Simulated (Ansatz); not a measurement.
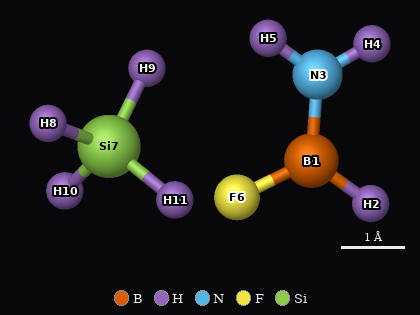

Fig. 1: The starting structure (ball-and-stick view, seen at a tilt; atoms are numbered from 1 in the order of the input). Bond lengths as drawn: B–F 1.35 Å, B–H 1.21 Å, B–N 1.39 Å, H–N 1.01 Å and H–Si 1.49 Å.

# Run report: BSiNH7F, nudged elastic band (part 1 of 2)

- system: BSiNH7F
- method: RKS B3LYP-D4/def2-SVP (Ansatz 0.2.0)

It belongs to a series of runs on one base structure; here: band between the two ends. Figures and captions count atoms from 1; the log counts them from 0 in places.

## The input
```yaml
crystal:
  periodic: [false, false, false]
  atoms:
    - { symbol: B, position_ang: [0.083802, -0.786072, -0.37416] }
    - { symbol: H, position_ang: [-0.209762, -1.943221, -0.195582] }
    - { symbol: "N", position_ang: [1.283624, -0.410021, -0.971996] }
    - { symbol: H, position_ang: [1.970885, -1.082776, -1.286346] }
    - { symbol: H, position_ang: [1.541854, 0.560675, -1.115214] }
    - { symbol: F, position_ang: [-0.777762, 0.167007, 0.024893] }
    - { symbol: Si, position_ang: [0.074057, 2.846987, 1.383136] }
    - { symbol: H, position_ang: [0.470041, 4.120495, 2.054353] }
    - { symbol: H, position_ang: [1.072249, 2.557101, 0.312792] }
    - { symbol: H, position_ang: [-1.278373, 3.009475, 0.786033] }
    - { symbol: H, position_ang: [0.081286, 1.748651, 2.386891] }
basis:
  gaussian: { orbitals: def2-SVP }
hamiltonian:
  xc: b3lyp
  dispersion: d4
neb:
  order_check: false
  images: 9
  f_tol: 0.05
  max_iterations: 60
  final_atoms:
    - { symbol: B, position_ang: [0.70356126, 0.418242, -0.22237786] }
    - { symbol: H, position_ang: [-1.3209472, -0.11252316, 2.31596729] }
    - { symbol: "N", position_ang: [1.53650131, 0.14556943, -1.30762627] }
    - { symbol: H, position_ang: [1.6930426, -0.79954774, -1.6465858] }
    - { symbol: H, position_ang: [2.03354667, 0.86132888, -1.82232697] }
    - { symbol: F, position_ang: [0.09586707, -0.6267015, 0.38021707] }
    - { symbol: Si, position_ang: [0.38458984, 2.30731484, 0.46928726] }
    - { symbol: H, position_ang: [0.83886582, 2.454724, 1.88578553] }
    - { symbol: H, position_ang: [1.13880907, 3.30237463, -0.35850148] }
    - { symbol: H, position_ang: [-1.06378549, 2.67309451, 0.41443313] }
    - { symbol: H, position_ang: [-1.72814996, 0.16442512, 2.8965281] }
  initial_path:
    images:
      - { positions_ang: [[0.083802, -0.786072, -0.37416], [-0.209762, -1.943221, -0.195582], [1.283624, -0.410021, -0.971996], [1.970885, -1.082776, -1.286346], [1.541854, 0.560675, -1.115214], [-0.777762, 0.167007, 0.024893], [0.074057, 2.846987, 1.383136], [0.470041, 4.120495, 2.054353], [1.072249, 2.557101, 0.312792], [-1.278373, 3.009475, 0.786033], [0.081286, 1.748651, 2.386891]] }
      - { positions_ang: [[0.06471839, -0.62831857, -0.29785756], [-0.16766601, -1.55273701, 0.15299221], [1.29177349, -0.33073074, -0.93325907], [1.93272104, -1.05362042, -1.23505109], [1.58995536, 0.62828704, -1.10498], [-0.85419204, 0.13579993, -0.10878813], [0.08233136, 2.705069, 1.2478784], [0.51659611, 3.73207187, 2.05204745], [1.04777249, 2.62634671, 0.20733209], [-1.26742675, 2.95114308, 0.77815102], [0.07531755, 1.57499013, 2.24633467]] }
      - { positions_ang: [[0.04563479, -0.47056514, -0.22155512], [-0.12557003, -1.16225303, 0.50156643], [1.29992298, -0.25144049, -0.89452213], [1.89455708, -1.02446483, -1.18375619], [1.63805672, 0.69589907, -1.09474599], [-0.93062207, 0.10459286, -0.24246926], [0.09060573, 2.56315099, 1.1126208], [0.56315122, 3.34364873, 2.04974191], [1.02329598, 2.69559241, 0.10187218], [-1.25648049, 2.89281116, 0.77026904], [0.0693491, 1.40132926, 2.10577834]] }
      - { positions_ang: [[0.02655118, -0.31281171, -0.14525268], [-0.08347404, -0.77176904, 0.85014064], [1.30807248, -0.17215023, -0.8557852], [1.85639311, -0.99530925, -1.13246128], [1.68615807, 0.76351111, -1.08451199], [-1.00705211, 0.07338579, -0.3761504], [0.09888009, 2.42123299, 0.9773632], [0.60970633, 2.9552256, 2.04743636], [0.99881947, 2.76483812, -0.00358772], [-1.24553424, 2.83447925, 0.76238706], [0.06338065, 1.22766839, 1.96522201]] }
      - { positions_ang: [[0.00746758, -0.15505828, -0.06895024], [-0.04137806, -0.38128506, 1.19871485], [1.31622197, -0.09285998, -0.81704826], [1.81822915, -0.96615367, -1.08116637], [1.73425943, 0.83112314, -1.07427799], [-1.08348214, 0.04217872, -0.50983153], [0.10715446, 2.27931499, 0.84210561], [0.65626144, 2.56680246, 2.04513081], [0.97434296, 2.83408382, -0.10904763], [-1.23458799, 2.77614733, 0.75450508], [0.0574122, 1.05400752, 1.82466568]] }
      - { positions_ang: [[-0.01161603, 0.00269515, 0.0073522], [0.00071793, 0.00919893, 1.54728907], [1.32437146, -0.01356972, -0.77831133], [1.78006519, -0.93699808, -1.02987146], [1.78236079, 0.89873518, -1.06404399], [-1.15991218, 0.01097165, -0.64351266], [0.11542882, 2.13739699, 0.70684801], [0.70281655, 2.17837933, 2.04282527], [0.94986645, 2.90332953, -0.21450754], [-1.22364173, 2.71781541, 0.74662309], [0.05144375, 0.88034665, 1.68410935]] }
      - { positions_ang: [[0.13141943, 0.08580452, -0.03859382], [-0.2636151, -0.01514549, 1.70102471], [1.36679743, 0.01825811, -0.88417432], [1.76266067, -0.90950801, -1.15321433], [1.83259797, 0.89125392, -1.21570058], [-0.90875633, -0.11656298, -0.43876672], [0.16926102, 2.17138056, 0.65933586], [0.73002641, 2.23364826, 2.01141732], [0.98765497, 2.98313855, -0.24330633], [-1.19167049, 2.70887123, 0.6801851], [-0.30447499, 0.73716235, 1.9265931]] }
      - { positions_ang: [[0.27445489, 0.16891389, -0.08453983], [-0.52794812, -0.03948991, 1.85476036], [1.4092234, 0.05008594, -0.9900373], [1.74525615, -0.88201795, -1.2765572], [1.88283514, 0.88377266, -1.36735718], [-0.65760048, -0.24409761, -0.23402077], [0.22309323, 2.20536413, 0.61182371], [0.75723626, 2.2889172, 1.98000937], [1.0254435, 3.06294757, -0.27210512], [-1.15969924, 2.69992705, 0.61374711], [-0.66039373, 0.59397804, 2.16907685]] }
      - { positions_ang: [[0.41749035, 0.25202326, -0.13048584], [-0.79228115, -0.06383432, 2.008496], [1.45164937, 0.08191377, -1.09590029], [1.72785163, -0.85452788, -1.39990007], [1.93307232, 0.8762914, -1.51901378], [-0.40644463, -0.37163224, -0.02927483], [0.27692543, 2.2393477, 0.56431156], [0.78444612, 2.34418613, 1.94860143], [1.06323202, 3.14275659, -0.3009039], [-1.12772799, 2.69098287, 0.54730911], [-1.01631247, 0.45079373, 2.4115606]] }
      - { positions_ang: [[0.56052581, 0.33513263, -0.17643185], [-1.05661417, -0.08817874, 2.16223165], [1.49407534, 0.1137416, -1.20176328], [1.71044712, -0.82703781, -1.52324293], [1.9833095, 0.86881014, -1.67067037], [-0.15528878, -0.49916687, 0.17547112], [0.33075763, 2.27333127, 0.51679941], [0.81165597, 2.39945507, 1.91719348], [1.10102054, 3.22256561, -0.32970269], [-1.09575674, 2.68203869, 0.48087112], [-1.37223121, 0.30760943, 2.65404435]] }
      - { positions_ang: [[0.70356126, 0.418242, -0.22237786], [-1.3209472, -0.11252316, 2.31596729], [1.53650131, 0.14556943, -1.30762627], [1.6930426, -0.79954774, -1.6465858], [2.03354667, 0.86132888, -1.82232697], [0.09586707, -0.6267015, 0.38021707], [0.38458984, 2.30731484, 0.46928726], [0.83886582, 2.454724, 1.88578553], [1.13880907, 3.30237463, -0.35850148], [-1.06378549, 2.67309451, 0.41443313], [-1.72814996, 0.16442512, 2.8965281]] }
```

Command:
```bash
ansatz run input.yaml --threads 2 --pin off --max-ram 3072MiB --backend cpu --events-out ev --progress --plain --runs-dir out
```

## What the program printed
```
Engine: ansatz 0.2.0, x86_64-unknown-linux-gnu
Functional definition: B3LYP
  parameter a0 = 0.2
  parameter ax = 0.72
  parameter ac = 0.81
  exchange = (1 - a0 - ax)*slater_x + ax*b88_x + a0*exact_x
  correlation = (1 - ac)*vwn_rpa_c + ac*lyp_c
1026 factors; integrals over basis functions are off by at most 4.4e-4 eV
mean field evaluation 1: about -12866.1583 eV, gradient 5.4e1 eV
mean field evaluation 2: about -12860.3082 eV, gradient 7.4e1 eV
mean field evaluation 4: about -12871.7631 eV, gradient 3.6e0 eV
mean field evaluation 8: about -12871.8139 eV, gradient 3.7e-2 eV
mean field -12871.81389035 eV, -473.0304356414 hartree, gradient 5.7e-6 eV, S^2 0.000000; 0 other end points of the search recorded, 0 dependent functions left out
the calculation of the forces begins
reference -12871.81417150 eV, -473.0304459735 hartree; 21, 21 occupied and 74, 74 virtual orbitals, 1026 factors
1028 factors; integrals over basis functions are off by at most 4.0e-4 eV
mean field evaluation 16: about -12865.5163 eV, gradient 5.4e1 eV
mean field -12871.25212321 eV, -473.0097910798 hartree, gradient 9.5e-6 eV, S^2 0.000000; 0 other end points of the search recorded, 0 dependent functions left out
[... from here on the field's lines of each further geometry are left out, up to the last ...]
NEB iter   1: max|band force component| = 3.099e1 eV/Å  barrier→ = 6.0255 eV  barrier← = 5.5045 eV  Δτ_max = 0.2000 Å  (279 SCF iters)
NEB iter   2: max|band force component| = 4.817e0 eV/Å  barrier→ = 3.9350 eV  barrier← = 3.4140 eV  Δτ_max = 0.2000 Å  (282 SCF iters)
NEB iter   3: max|band force component| = 2.470e0 eV/Å  barrier→ = 3.0611 eV  barrier← = 2.5402 eV  Δτ_max = 0.2000 Å  (259 SCF iters)
NEB iter   4: max|band force component| = 1.078e0 eV/Å  barrier→ = 2.7630 eV  barrier← = 2.2421 eV  Δτ_max = 0.2000 Å  (249 SCF iters)
NEB iter   5: max|band force component| = 1.014e0 eV/Å  barrier→ = 2.5099 eV  barrier← = 1.9890 eV  Δτ_max = 0.2000 Å  (254 SCF iters)
NEB iter   6: max|band force component| = 1.206e0 eV/Å  barrier→ = 2.2557 eV  barrier← = 1.7348 eV  Δτ_max = 0.1003 Å  (257 SCF iters)
NEB iter   7: max|band force component| = 1.034e0 eV/Å  barrier→ = 2.0802 eV  barrier← = 1.5593 eV  Δτ_max = 0.0999 Å  (262 SCF iters)
NEB iter   8: max|band force component| = 9.519e-1 eV/Å  barrier→ = 1.9240 eV  barrier← = 1.4030 eV  CI = image 5  Δτ_max = 0.1952 Å  (262 SCF iters)
NEB iter   9: max|band force component| = 7.168e-1 eV/Å  barrier→ = 2.3553 eV  barrier← = 1.8344 eV  CI = image 5  Δτ_max = 0.2000 Å  (261 SCF iters)
NEB iter  10: max|band force component| = 3.324e0 eV/Å  barrier→ = 2.6068 eV  barrier← = 2.0858 eV  CI = image 5  Δτ_max = 0.0989 Å  (257 SCF iters)
NEB iter  11: max|band force component| = 1.196e0 eV/Å  barrier→ = 2.3487 eV  barrier← = 1.8278 eV  CI = image 5  Δτ_max = 0.1963 Å  (260 SCF iters)
NEB iter  12: max|band force component| = 4.712e-1 eV/Å  barrier→ = 2.4349 eV  barrier← = 1.9140 eV  CI = image 5  Δτ_max = 0.1258 Å  (255 SCF iters)
NEB iter  13: max|band force component| = 1.900e-1 eV/Å  barrier→ = 2.3975 eV  barrier← = 1.8766 eV  CI = image 5  Δτ_max = 0.1015 Å  (252 SCF iters)
NEB iter  14: max|band force component| = 4.127e-1 eV/Å  barrier→ = 2.3814 eV  barrier← = 1.8605 eV  CI = image 5  Δτ_max = 0.0509 Å  (245 SCF iters)
NEB iter  15: max|band force component| = 3.721e-1 eV/Å  barrier→ = 2.3728 eV  barrier← = 1.8518 eV  CI = image 5  Δτ_max = 0.0509 Å  (240 SCF iters)
NEB iter  16: max|band force component| = 2.965e-1 eV/Å  barrier→ = 2.3658 eV  barrier← = 1.8448 eV  CI = image 5  Δτ_max = 0.1016 Å  (243 SCF iters)
NEB iter  17: max|band force component| = 9.732e-2 eV/Å  barrier→ = 2.3553 eV  barrier← = 1.8344 eV  CI = image 5  Δτ_max = 0.1165 Å  (240 SCF iters)
NEB iter  18: max|band force component| = 1.103e-1 eV/Å  barrier→ = 2.3515 eV  barrier← = 1.8305 eV  CI = image 5  Δτ_max = 0.0586 Å  (248 SCF iters)
NEB iter  19: max|band force component| = 8.769e-2 eV/Å  barrier→ = 2.3504 eV  barrier← = 1.8294 eV  CI = image 5  Δτ_max = 0.0584 Å  (242 SCF iters)
NEB iter  20: max|band force component| = 1.308e-1 eV/Å  barrier→ = 2.3501 eV  barrier← = 1.8292 eV  CI = image 5  Δτ_max = 0.0293 Å  (246 SCF iters)
the calculation of the forces begins
reference -12871.25211679 eV, -473.0097908440 hartree; 21, 21 occupied and 74, 74 virtual orbitals, 1027 factors
1027 factors; integrals over basis functions are off by at most 9.4e-4 eV
mean field -12869.38972455 eV, -472.9413491915 hartree, gradient 1.1e-5 eV, S^2 0.000000; 1 other end points of the search recorded, 0 dependent functions left out
the calculation of the forces begins
reference -12869.38997924 eV, -472.9413585514 hartree; 21, 21 occupied and 74, 74 virtual orbitals, 1027 factors
NEB iter  21: max|band force component| = 4.690e-2 eV/Å  barrier→ = 2.3501 eV  barrier← = 1.8291 eV  CI = image 5  Δτ_max = 0.0000 Å  (449 SCF iters)
```
